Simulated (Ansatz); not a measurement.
System: MgZn2 (P6₃/mmc, No. 194). Method: BLYP (Ansatz, a program for electronic structure, PAW).

Settings: plane-wave cutoff 520 eV, 12×12×8 k mesh (along the axes of the cell as run), Fermi–Dirac smearing 0.05 eV, scalar-relativistic PAW data made under PBE.

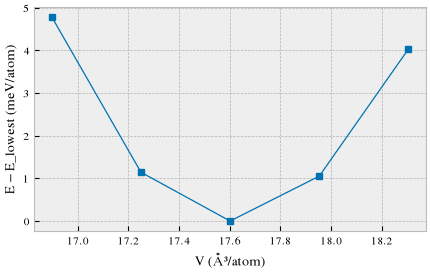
Fig. 1. Total energy against volume

Problem. From the curve, estimate the equilibrium volume and the bulk modulus.

Solution. V0 ≈ 17.6 Å³/atom and B0 ≈ 50 GPa; the fit gives V0 = 17.601 Å³/atom, B0 = 49.9 GPa, B′ = 5.5.

Shape and atoms are relaxed at each volume.

Note: the bulk modulus comes from volumes at which shape and atoms were relaxed.

Static lattice: no zero-point or thermal effects.
